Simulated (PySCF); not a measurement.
## C4H5B: one change and its effect

System: C4H5B, SMILES BC(=C)C#C.
Method of run 1: GIAO PBE0/6-31G* NMR shielding, non-relativistic, gas phase (PySCF 2.14.0).

The geometry comes from this level: PBE0-D3(BJ)/def2-SVP. Text and figures count atoms from 1; the logs count them from 0 in places.

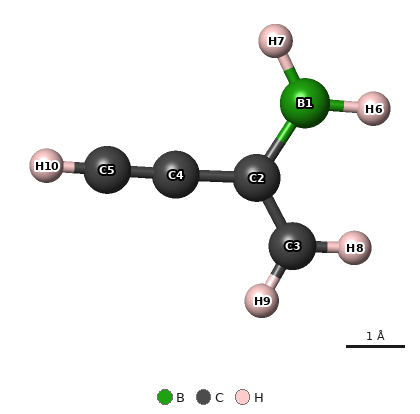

The structure as given in the input (ball-and-stick view, seen at a tilt; atoms are numbered from 1 in the order of the input). Bond lengths as drawn: B–C 1.55 Å, B–H 1.21 Å, C–C 1.21 to 1.43 Å and C–H 1.07 to 1.10 Å.

**Input, run 1**
```
{"job": {"kind": "nmr", "xc": "PBE0", "basis": "6-31G*", "pop": true}, "charge": 0, "multiplicity": 1}
B     -1.014684     1.226969     0.382288
C     -0.262867    -0.087448     0.032980
C     -0.936344    -1.262365     0.110121
C      1.115192    -0.058014    -0.350939
C      2.284023    -0.000417    -0.672923
H     -2.185229     1.159219     0.677961
H     -0.452607     2.294078     0.368001
H     -1.989863    -1.271277     0.401003
H     -0.463404    -2.225349    -0.109801
H      3.318752     0.051266    -0.956602
```

The first line tells a small driver script what to run in PySCF; the rest is the geometry in Å.

Launched with:
```bash
OMP_NUM_THREADS=1 python <driver script> task.json out
```

Hardware: 1 CPU thread, shared host.

**Output (run 1)**
```
coarse grid: 8536 points
cycle   1  E = -179.9354307773  dE =  4.300e-01  |g| = 3.159e-01  |ddm| = 3.291e+00
cycle   2  E = -179.9408124159  dE = -5.382e-03  |g| = 2.811e-01  |ddm| = 7.603e-01
cycle   3  E = -179.9623366881  dE = -2.152e-02  |g| = 1.060e-01  |ddm| = 3.961e-01
cycle   4  E = -179.9654405219  dE = -3.104e-03  |g| = 2.133e-02  |ddm| = 1.062e-01
cycle   5  E = -179.9655641074  dE = -1.236e-04  |g| = 4.523e-03  |ddm| = 2.373e-02
cycle   6  E = -179.9655699067  dE = -5.799e-06  |g| = 1.619e-03  |ddm| = 7.515e-03
final grid: 82904 points
cycle   7  E = -179.9263213743  dE = -1.518e-05  |g| = 6.322e-03  |ddm| = 2.528e-02
cycle   8  E = -179.9262991058  dE =  2.227e-05  |g| = 1.114e-02  |ddm| = 1.607e-02
cycle   9  E = -179.9263318405  dE = -3.273e-05  |g| = 2.326e-03  |ddm| = 1.093e-02
cycle  10  E = -179.9263332509  dE = -1.410e-06  |g| = 1.947e-04  |ddm| = 2.083e-03
cycle  11  E = -179.9263332594  dE = -8.548e-09  |g| = 9.501e-05  |ddm| = 2.778e-04
cycle  12  E = -179.9263332617  dE = -2.288e-09  |g| = 4.043e-05  |ddm| = 1.205e-04
cycle  13  E = -179.9263332622  dE = -4.337e-10  |g| = 5.732e-06  |ddm| = 3.790e-05
converged SCF energy = -179.9263332622

GIAO shielding tensors (ppm)
atom      isotropic    diamagn.    paramagn.     s11        s22        s33       span
  0 B       40.943     197.703    -156.761     -8.141      8.448    122.521    130.662
  1 C       61.903     254.355    -192.452    -45.251     47.940    183.020    228.271
  2 C       36.432     257.408    -220.977    -75.838     30.151    154.983    230.821
  3 C      117.500     244.107    -126.606     23.311     32.703    296.487    273.176
  4 C      113.250     283.579    -170.329     68.408     69.852    201.490    133.082
  5 H       24.917      29.984      -5.066     19.954     27.237     27.561      7.608
  6 H       24.755      29.485      -4.730     19.724     27.049     27.492      7.768
  7 H       25.092      29.866      -4.774     21.899     25.321     28.055      6.156
  8 H       24.875      29.373      -4.498     20.620     25.132     28.873      8.254
  9 H       28.880      31.079      -2.199     25.687     26.138     34.814      9.127
```

For run 2 the input was changed thus:
```diff
-"basis": "6-31G*"
+"basis": "aug-cc-pVDZ"
```

What does this change do to the results?

The total energy of run 2 is 14.4 kcal/mol lower, which measures the change of basis and not a stability. The HOMO goes from −7.10 to −7.40 eV. The LUMO goes from −2.07 to −2.42 eV. The dipole moment goes from 1.19 to 1.15 D. Of all shieldings, the largest change is that of C2, by −5.4 ppm. Diffuse functions give room to the loosely bound empty orbitals, which lowers the LUMO. The SCF takes 12 iterations against 13. The basis functions go from 80 to 160.

**Output (run 2)**
```
coarse grid: 8536 points
cycle   1  E = -179.9125111758  dE =  4.475e-01  |g| = 2.878e-01  |ddm| = 1.482e+01
cycle   2  E = -179.9143159790  dE = -1.805e-03  |g| = 2.762e-01  |ddm| = 2.496e+00
cycle   3  E = -179.9363289220  dE = -2.201e-02  |g| = 9.487e-02  |ddm| = 9.622e-01
cycle   4  E = -179.9387388144  dE = -2.410e-03  |g| = 2.443e-02  |ddm| = 2.561e-01
cycle   5  E = -179.9388960271  dE = -1.572e-04  |g| = 5.449e-03  |ddm| = 9.436e-02
cycle   6  E = -179.9389035106  dE = -7.483e-06  |g| = 3.014e-03  |ddm| = 2.811e-02
final grid: 82904 points
cycle   7  E = -179.9492405992  dE = -1.633e-05  |g| = 7.220e-03  |ddm| = 2.227e-01
cycle   8  E = -179.9492080262  dE =  3.257e-05  |g| = 1.347e-02  |ddm| = 6.650e-02
cycle   9  E = -179.9492533112  dE = -4.528e-05  |g| = 2.197e-03  |ddm| = 3.211e-02
cycle  10  E = -179.9492547120  dE = -1.401e-06  |g| = 1.616e-04  |ddm| = 6.132e-03
cycle  11  E = -179.9492547186  dE = -6.592e-09  |g| = 6.047e-05  |ddm| = 8.798e-04
cycle  12  E = -179.9492547195  dE = -8.812e-10  |g| = 1.585e-05  |ddm| = 2.846e-04
converged SCF energy = -179.9492547195

GIAO shielding tensors (ppm)
atom      isotropic    diamagn.    paramagn.     s11        s22        s33       span
  0 B       36.001     228.112    -192.111    -16.503      3.514    120.992    137.496
  1 C       56.542     212.084    -155.542    -54.810     41.292    183.145    237.954
  2 C       34.303     218.771    -184.467    -80.566     26.083    157.394    237.960
  3 C      114.360     281.627    -167.267     15.831     29.057    298.192    282.362
  4 C      114.212     243.458    -129.246     70.341     72.757    199.537    129.196
  5 H       24.303      28.245      -3.942     19.031     26.826     27.052      8.022
  6 H       24.176      28.558      -4.383     18.763     26.542     27.222      8.458
  7 H       24.296      34.740     -10.445     20.777     24.718     27.392      6.615
  8 H       23.907      34.684     -10.776     19.312     24.420     27.991      8.678
  9 H       28.123      32.526      -4.402     24.662     25.252     34.456      9.794
```

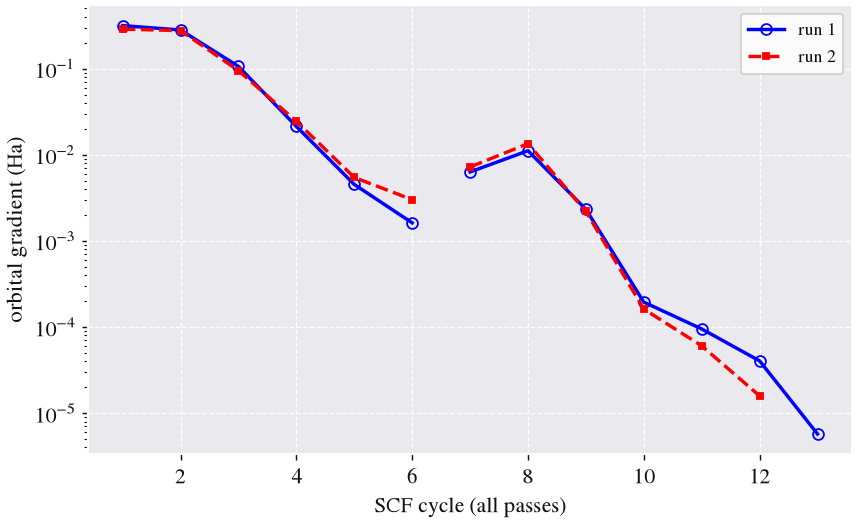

Convergence of the two runs: orbital gradient against the SCF cycle. A break in a curve parts two SCF passes (coarse and final grid). Run 1 takes 13 cycles in all, and run 2 takes 12.

**The two runs side by side**

```tsv
quantity	run 1	run 2
outcome	converged	converged
total energy (hartree)	−179.926333	−179.949255
HOMO (eV)	−7.10	−7.40
LUMO (eV)	−2.07	−2.42
dipole moment (D)	1.19	1.15
shielding of B1 (ppm)	40.9	36.0
shielding of C2 (ppm)	61.9	56.5
shielding of C3 (ppm)	36.4	34.3
shielding of C4 (ppm)	117.5	114.4
shielding of C5 (ppm)	113.3	114.2
shielding of H8 (ppm)	25.1	24.3
shielding of H9 (ppm)	24.9	23.9
SCF iterations	13	12
basis functions	80	160
wall time (shared host)	5 s	13 s
```
